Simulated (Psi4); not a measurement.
# CEPA(0)/def2-SV(P) (density fitting) run of CH5BN− (SMILES [BH3-]N=C)

Aim: the energy change on altering one bond length of CH5BN− at CEPA(0)/def2-SV(P) (density fitting), from 2 runs. 

Program for the calculation: Psi4 1.11.

2 further runs of the same task are left out: 2 that didn't finish.

## (1) Starting point

CH5BN− has 8 atoms, charge -1, and is taken as a singlet. As SMILES, `[BH3-]N=C`. The shape is that of a GFN2-xTB optimisation.

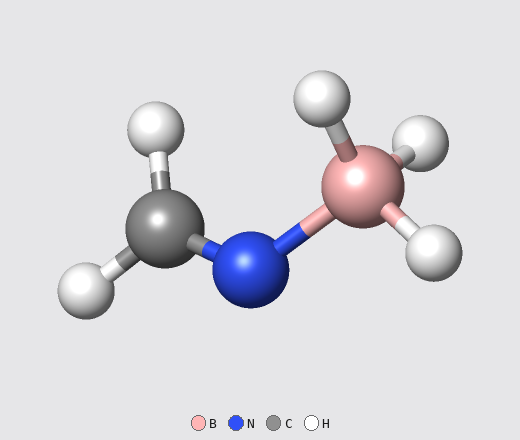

The structure, seen from a chosen angle (boron pink, nitrogen blue, carbon grey, hydrogen white).

## (2) The energy at CEPA(0)/def2-SV(P) (density fitting)

Contents of run.py:

```python
import psi4

psi4.set_memory(1600000000)
psi4.set_num_threads(1)
psi4.core.set_output_file('psi4.out', False)

geom = psi4.geometry("""
-1 1
B      0.165600     1.032650     0.317000
N      0.676790    -0.343350    -0.170270
C     -0.078150    -1.293200    -0.410600
H     -0.623460     1.495860    -0.501040
H      1.127090     1.777360     0.440280
H     -0.400090     0.897810     1.397340
H     -1.192360    -1.302570    -0.318090
H      0.324580    -2.264550    -0.754640
symmetry c1
""")

psi4.set_options({
    'scf_type': 'df',
    'freeze_core': True,
})

energy_value, wavefunction = psi4.energy("cepa(0)/def2-SV(P)", return_wfn=True)
print('E =', round(energy_value, 9))
for k, v in sorted(psi4.core.scalar_variables().items()):
    print(f'{k:45s} {v:18.10f}')
```

Command:

```
$ python run.py
```

psi4.out, shortened:

```text
[...]
  Running in c1 symmetry.
[...]
  Nuclear repulsion =   63.941238414873794
[...]
  Multiplicity = 1
[...]
  Nalpha       = 12
  Nbeta        = 12
[...]
    Number of basis functions: 52
[...]
   @DF-RHF iter   1:  -119.63837554294236   -8.24001e-01   8.73476e-03 ADIIS/DIIS
[...]
   @DF-RHF iter  12:  -119.77463689716249   -6.25278e-13   3.49984e-09 DIIS
[...]
    Orbital Energies [Eh]
    ---------------------
    Doubly Occupied:
       1A    -15.321807     2A    -11.063024     3A     -7.318901
       4A     -0.968375     5A     -0.610908     6A     -0.487832
       7A     -0.412191     8A     -0.330936     9A     -0.274739
      10A     -0.216417    11A     -0.171638    12A     -0.149563
[...]
  @DF-RHF Final Energy:  -119.77463689716249
   => Energetics <=
    Nuclear Repulsion Energy =             63.9412384148737942
    One-Electron Energy =                -292.7790908847832725
    Two-Electron Energy =                 109.0632155727469836
    Total Energy =                       -119.7746368971624946
[...]
 Multipole Moments:
 ------------------------------------------------------------------------------------
     Multipole            Electronic (a.u.)      Nuclear  (a.u.)        Total (a.u.)
 ------------------------------------------------------------------------------------
 L = 1.  Multiply by 2.5417464519 to convert [e a0] to [Debye]
 Dipole X            :          1.4688542           -1.7273632           -0.2585089
 Dipole Y            :         -2.0590236            0.3230677           -1.7359559
 Dipole Z            :         -0.7964141            0.2609916           -0.5354226
 Magnitude           :                                                    1.8349515
[...]
      * SCS-MP2 total energy:                 -120.147714689553
[...]
      * MP2 total energy:                     -120.150349853147
[...]
```

On the terminal:

```text
E = -120.199208583
CEPA(0) CORRELATION ENERGY                         -0.4245716855
CEPA(0) DOUBLES ENERGY                             -0.4245716842
CEPA(0) OPPOSITE-SPIN CORRELATION ENERGY           -0.3420387061
CEPA(0) SAME-SPIN CORRELATION ENERGY               -0.0825329781
CEPA(0) SINGLES ENERGY                              0.0000000000
CEPA(0) TOTAL ENERGY                             -120.1992085826
CURRENT CORRELATION ENERGY                         -0.4245716855
CURRENT ENERGY                                   -120.1992085826
CURRENT REFERENCE ENERGY                         -119.7746368972
DD SOLVATION ENERGY                                 0.0000000000
HF KINETIC ENERGY                                 119.4140197621
HF POTENTIAL ENERGY                              -239.1886566592
HF TOTAL ENERGY                                  -119.7746368972
HF VIRIAL RATIO                                     2.0030198894
LCCSD CORRELATION ENERGY                           -0.4245716855
LCCSD DOUBLES ENERGY                               -0.4245716842
LCCSD OPPOSITE-SPIN CORRELATION ENERGY             -0.3420387061
LCCSD SAME-SPIN CORRELATION ENERGY                 -0.0825329781
LCCSD SINGLES ENERGY                                0.0000000000
LCCSD TOTAL ENERGY                               -120.1992085826
MP2 CORRELATION ENERGY                             -0.3757129560
MP2 DOUBLES ENERGY                                 -0.3757129560
MP2 OPPOSITE-SPIN CORRELATION ENERGY               -0.2859693928
MP2 SAME-SPIN CORRELATION ENERGY                   -0.0897435632
MP2 SINGLES ENERGY                                  0.0000000000
MP2 TOTAL ENERGY                                 -120.1503498531
NUCLEAR REPULSION ENERGY                           63.9412384149
ONE-ELECTRON ENERGY                              -292.7790908848
PCM POLARIZATION ENERGY                             0.0000000000
PE ENERGY                                           0.0000000000
SCF ITERATION ENERGY                             -119.7746368972
SCF ITERATIONS                                     12.0000000000
SCF TOTAL ENERGY                                 -119.7746368972
TWO-ELECTRON ENERGY                               109.0632155727
```

It took 2.5 s on 1 thread of Intel Xeon 6975P-C (Granite Rapids), shared host; peak memory 0.23 GiB.

## (3) The distorted shape, same level

Contents of ch5bn.inp:

```
memory 1600 MB

molecule {
  -1 1
  B      0.481238     0.847358     0.644230
  N      0.992428    -0.528642     0.156960
  C      0.237488    -1.478492    -0.083370
  H     -0.623460     1.495860    -0.501040
  H      1.442728     1.592068     0.767510
  H     -0.084452     0.712518     1.724570
  H     -0.876722    -1.487862     0.009140
  H      0.640218    -2.449842    -0.427410
  symmetry c1
}

set scf_type df
set freeze_core true

E, wfn = energy('cepa(0)/def2-SV(P)', return_wfn=True)
```

Command:

```
$ psi4 -i ch5bn.inp -o ch5bn.out -n 1
```

ch5bn.out, shortened:

```text
[...]
  Running in c1 symmetry.
[...]
  Nuclear repulsion =   62.873422805710213
[...]
  Multiplicity = 1
[...]
  Nalpha       = 12
  Nbeta        = 12
[...]
    Number of basis functions: 52
[...]
   @DF-RHF iter   1:  -119.60968937676495   -9.43065e-01   8.44977e-03 DIIS/ADIIS
[...]
   @DF-RHF iter  13:  -119.74182891372246   -3.92220e-12   3.78462e-09 DIIS
[...]
    Orbital Energies [Eh]
    ---------------------
    Doubly Occupied:
       1A    -15.337505     2A    -11.079161     3A     -7.379099
       4A     -0.984409     5A     -0.624932     6A     -0.495518
       7A     -0.426317     8A     -0.335310     9A     -0.274759
      10A     -0.232263    11A     -0.172739    12A     -0.135382
[...]
  @DF-RHF Final Energy:  -119.74182891372246
   => Energetics <=
    Nuclear Repulsion Energy =             62.8734228057102129
    One-Electron Energy =                -290.2757162760391338
    Two-Electron Energy =                 107.6604645566064562
    Total Energy =                       -119.7418289137224576
[...]
 Multipole Moments:
 ------------------------------------------------------------------------------------
     Multipole            Electronic (a.u.)      Nuclear  (a.u.)        Total (a.u.)
 ------------------------------------------------------------------------------------
 L = 1.  Multiply by 2.5417464519 to convert [e a0] to [Debye]
 Dipole X            :          2.1729129           -1.9950418            0.1778711
 Dipole Y            :         -2.6441014            0.4802056           -2.1638958
 Dipole Z            :         -0.0521633           -0.0165177           -0.0686811
 Magnitude           :                                                    2.1722799
[...]
      * SCS-MP2 total energy:                 -120.114758169205
[...]
      * MP2 total energy:                     -120.116416414386
[...]
```

Run time: 2.5 s. Hardware: 1 thread of Intel Xeon 6975P-C (Granite Rapids), shared host; peak memory 0.24 GiB.

## (4) Summary of results

At CEPA(0)/def2-SV(P) (density fitting), 3 core orbitals frozen:

| quantity | value |
| --- | --- |
| first shape: total energy | -120.19921 Eh |
| first shape: HOMO energy (Hartree–Fock orbitals) | -4.07 eV |
| first shape: LUMO energy (Hartree–Fock orbitals) | 9.83 eV |
| first shape: HOMO–LUMO gap (to an unbound level, set by the basis) | 13.90 eV |
| first shape: correlation energy (3 core orbitals frozen) | -424.6 mEh |
| distorted shape: total energy | -120.16900 Eh |
| distorted shape: HOMO energy (Hartree–Fock orbitals) | -3.68 eV |
| distorted shape: LUMO energy (Hartree–Fock orbitals) | 9.12 eV |
| distorted shape: HOMO–LUMO gap (to an unbound level, set by the basis) | 12.81 eV |
| distorted shape: correlation energy (3 core orbitals frozen) | -427.2 mEh |
| energy change with the B1–H4 bond stretched from 1.227 to 1.718 Å | 0.822 eV |

With the B1–H4 bond stretched from 1.227 to 1.718 Å the energy rises by 0.82 eV (79.3 kJ/mol). The first shape isn't relaxed at this level, so the change isn't measured from a minimum.
